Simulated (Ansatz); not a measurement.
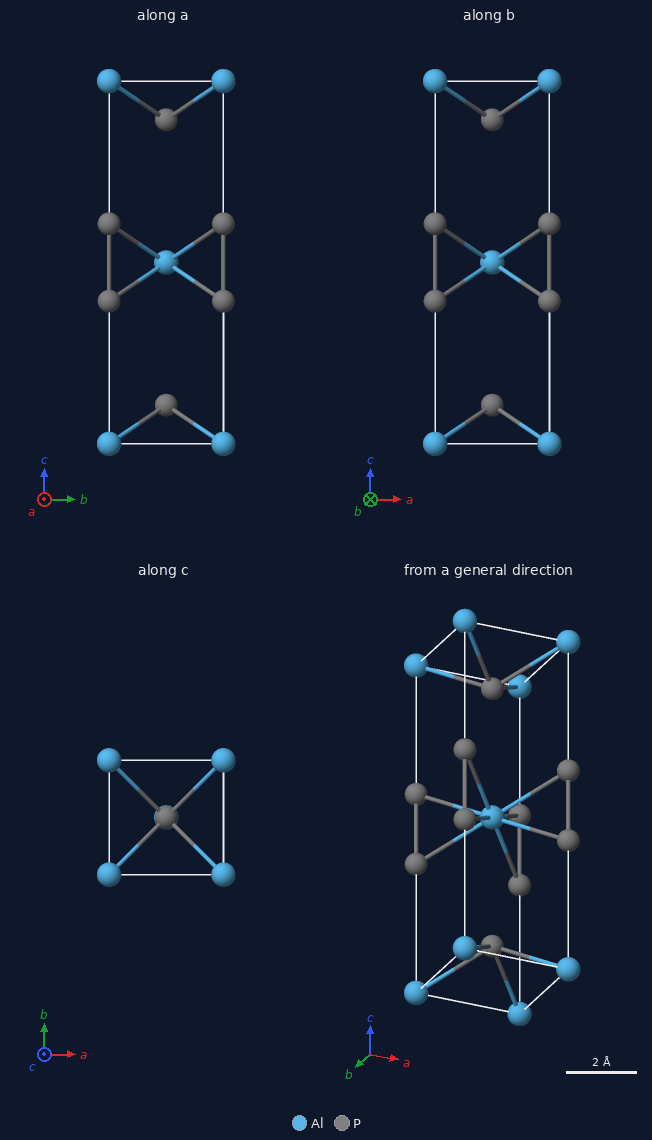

The figure gives a ball-and-stick picture of the atoms, viewed along the a axis, along the b axis, along the c axis and from a general direction. The edges of the conventional unit cell are marked.

Sticks mark Al–P up to 2.96 Å, P–P up to 2.48 Å (cut-off distances).

What is the formula unit?

Answer. AlP2. The cell holds 2 Al, 4 P, counting shared atoms by their share.

Identify the Bravais lattice.

Answer. Body-centred tetragonal.

State the space group and its number.

Answer. I4/mmm (No. 139), with Al on 2a and P on 4e.

What is the coordination of Al?

Answer. Eight P in a distorted cubic arrangement at about 2.6 Å.

What is the topology of the bonding, in broad terms?

Answer. The bonds build AlP2 layers parallel to (001).

The initial geometry was a textbook structure type filled with these elements (whether it is the usual form wasn't checked). Atoms and cell were optimised with DFT PBE, scalar-relativistic, plane waves, PAW in Ansatz 0.2.0.
